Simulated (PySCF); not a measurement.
# C2H9NOSi2: electronic excitations

Aim: predict the electronic excitations of C2H9NOSi2 (`C/N=C\[SiH2]O[SiH3]`).

Programs: PySCF 2.14.0, with density-fitted response routines of our own. Each step states its level of theory. These are calculated values for one molecule in the gas phase, unless marked as measured. Atoms are numbered from 0 throughout.

## (1) Starting geometry

15 atoms, charge 0, multiplicity 1; geometry from: GFN2-xTB.

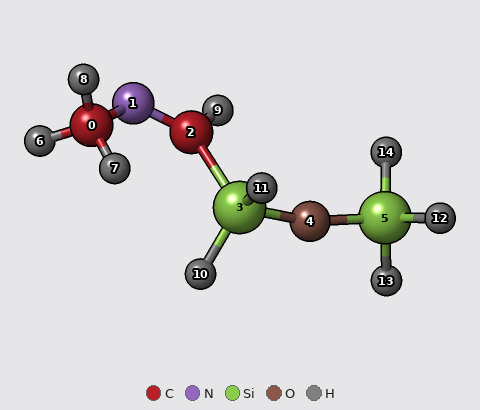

As it starts; carbon red, nitrogen purple, silicon green, oxygen brown, hydrogen grey, atoms numbered.

## (2) Ultraviolet spectrum: CAM-B3LYP/def2-SVPD

The job: settings as JSON, then the geometry in Å.

```
{"job": {"kind": "uv", "xc": "CAM-B3LYP", "basis": "def2-SVPD", "nstates": 8, "ntriplets": 3}, "charge": 0, "multiplicity": 1}
C     -2.971525    -0.260914    -0.404581
N     -2.141104     0.876730    -0.188002
C     -0.886035     0.783130    -0.179684
Si     0.241147    -0.733709    -0.428830
O      1.754168    -0.165246    -0.354628
Si     3.177670     0.484835     0.055394
H     -3.598184    -0.059098    -1.274522
H     -2.418222    -1.196215    -0.557858
H     -3.632003    -0.363092     0.457716
H     -0.373401     1.728394    -0.002391
H      0.118633    -1.320541    -1.763140
H      0.082666    -1.718167     0.643586
H      3.808135    -0.430623     1.004088
H      3.918326     0.593742    -1.198595
H      2.915315     1.788763     0.663880
```

With the program's defaults for keys left out, this is: TDDFT CAM-B3LYP/def2-SVPD, vertical, gas phase, core orbitals frozen in the response.

The run is started by

```
OMP_NUM_THREADS=1 python probes_run.py task.json out
```

The driver reads the jobs from task.json and runs them one after another.

Output:

```text
coarse grid: 13152 points
cycle   1  E = -789.9804666615  dE =  5.722e-01  |g| = 7.637e-01  |ddm| = 5.460e+00
cycle   2  E = -789.8829158738  dE =  9.755e-02  |g| = 1.070e+00  |ddm| = 2.161e+00
cycle   3  E = -790.0958206900  dE = -2.129e-01  |g| = 5.158e-02  |ddm| = 1.113e+00
cycle   4  E = -790.0964735758  dE = -6.529e-04  |g| = 2.097e-02  |ddm| = 1.488e-01
cycle   5  E = -790.0965863381  dE = -1.128e-04  |g| = 5.137e-03  |ddm| = 4.951e-02
cycle   6  E = -790.0965937901  dE = -7.452e-06  |g| = 1.877e-03  |ddm| = 1.124e-02
final grid: 116816 points
cycle   7  E = -790.2102295125  dE = -1.772e-05  |g| = 2.628e-03  |ddm| = 5.430e-02
cycle   8  E = -790.2102292431  dE =  2.694e-07  |g| = 3.004e-03  |ddm| = 7.668e-03
cycle   9  E = -790.2102312094  dE = -1.966e-06  |g| = 5.055e-04  |ddm| = 4.655e-03
cycle  10  E = -790.2102312648  dE = -5.543e-08  |g| = 1.116e-04  |ddm| = 1.128e-03
cycle  11  E = -790.2102312682  dE = -3.329e-09  |g| = 3.760e-05  |ddm| = 4.270e-04
cycle  12  E = -790.2102312685  dE = -3.049e-10  |g| = 1.175e-05  |ddm| = 5.466e-05
converged SCF energy = -790.2102312685

Static polarisability (au): isotropic 86.676, principal 70.840 79.953 109.237

Singlet excitations
state   eV       nm        f      main configurations
  1   4.1048    302.0   0.00003   H->L 0.96
  2   6.2047    199.8   0.01335   H->L+1 0.69, H->L+3 0.08, H->L+2 0.08
  3   6.5853    188.3   0.00982   H->L+2 0.50, H->L+3 0.21, H->L+1 0.14
  4   7.2444    171.1   0.01234   H->L+4 0.77
  5   7.3195    169.4   0.20263   H-1->L 0.78
  6   7.3623    168.4   0.03215   H-1->L+1 0.58, H-2->L+1 0.23, H-1->L 0.08
  7   7.4873    165.6   0.01204   H->L+5 0.57, H-3->L+1 0.21
  8   7.7323    160.3   0.00828   H-3->L 0.53, H-5->L 0.36

Triplet excitations (Tamm-Dancoff, eV): 3.3177 4.6500 5.9228
```

Wall time 1.7 min (1 thread of AMD EPYC, shared host); peak memory 0.92 GiB.

Frontier orbitals and where they lie:

```
orbital      eV                        atoms
 HOMO−3  -10.49  O4 33 %, Si5 23 %, H14 20 %
 HOMO−2  -10.28    O4 20 %, N1 18 %, C2 16 %
 HOMO−1   -9.91    N1 17 %, O4 16 %, C2 13 %
   HOMO   -8.16    N1 50 %, C2 15 %, Si3 9 %
   LUMO    0.31   N1 32 %, C2 30 %, Si3 16 %
 LUMO+1    0.76  Si5 27 %, Si3 22 %, O4 10 %
 LUMO+2    1.23  Si5 28 %, Si3 14 %, C0 11 %
```

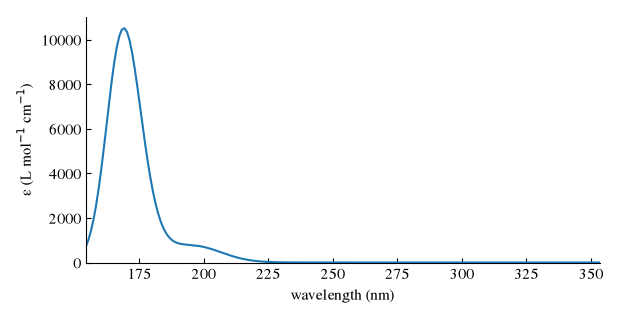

Absorption spectrum: each of the 8 states is a Gaussian band of 0.4 eV half-width at 1/e. Beyond the last state computed it falls off for lack of states.

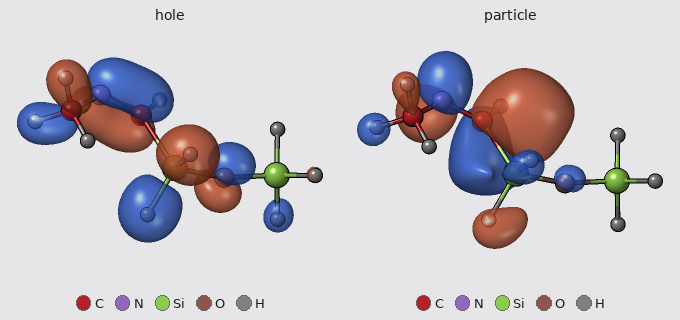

Leading natural transition orbitals of singlet state 5: the electron leaves the hole (left) for the particle orbital (right).

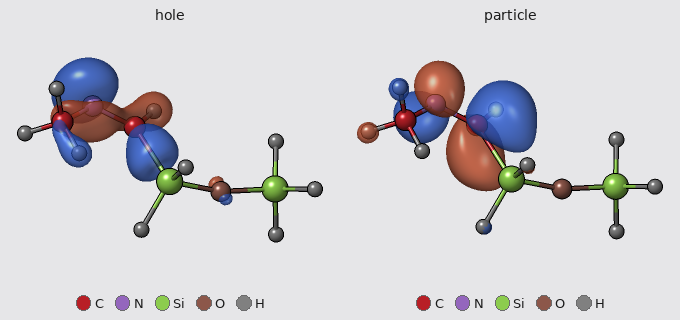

Leading natural transition orbitals of singlet state 1: the electron leaves the hole (left) for the particle orbital (right).

Further results of this job:

```csv
property,computed
dipole moment (D),1.17
polarisability (Å³),12.84
HOMO–LUMO gap (eV),8.47
−ε(HOMO) (eV),8.16
```

The fields below are evaluated on a grid from the run's orbitals.

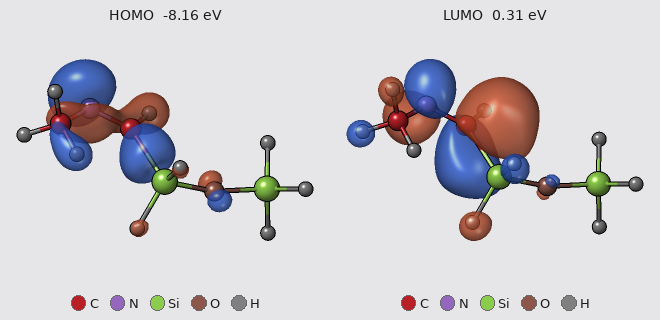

Frontier orbitals at CAM-B3LYP/def2-SVPD; each surface holds 70 % of the orbital's density, blue and red mark the sign.

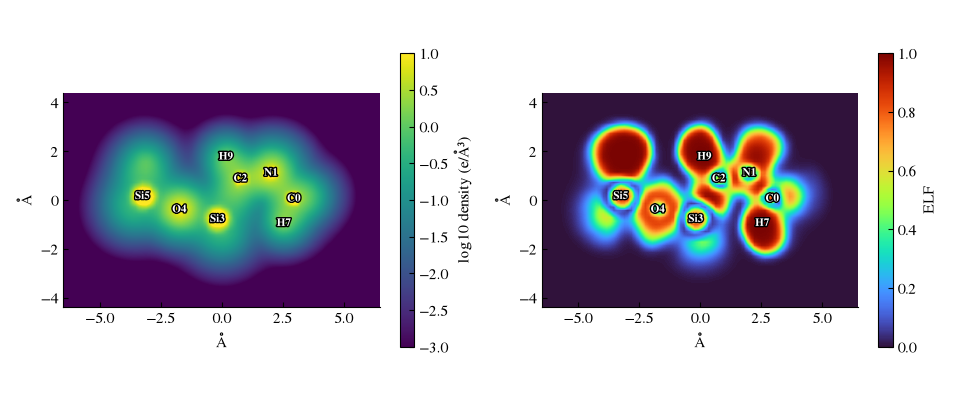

Density (left) and ELF (right) in a plane through or near 8 of the atoms.

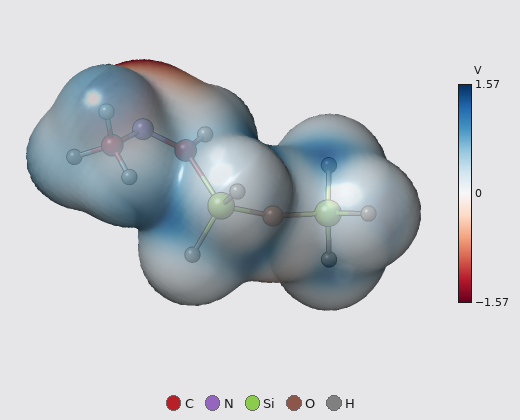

Electrostatic potential on the surface of density 0.002 e/bohr³; red is low, blue high. It runs, from the 1st to the 99th percentile, from -1.57 V near N1 to 1.35 V near H14.

## (3) Summary of results

| quantity | value |
| --- | --- |
| lowest singlet (CAM-B3LYP/def2-SVPD) | 4.10 eV (302 nm), f = 0.000 |
| brightest single state of those computed | state 5, 7.32 eV, f = 0.203 |
| lowest triplet | 3.32 eV |
| surface potential, 1st and 99th percentile | -1.57 V and 1.35 V |

What this shows: The first singlet state (HOMO→LUMO 0.96) lies at 4.10 eV and is dark; of the 8 states computed, the strongest absorption comes from state 5 at 7.32 eV. The lowest triplet lies 0.79 eV below the lowest singlet (triplets in Tamm-Dancoff, singlets in full TDDFT).
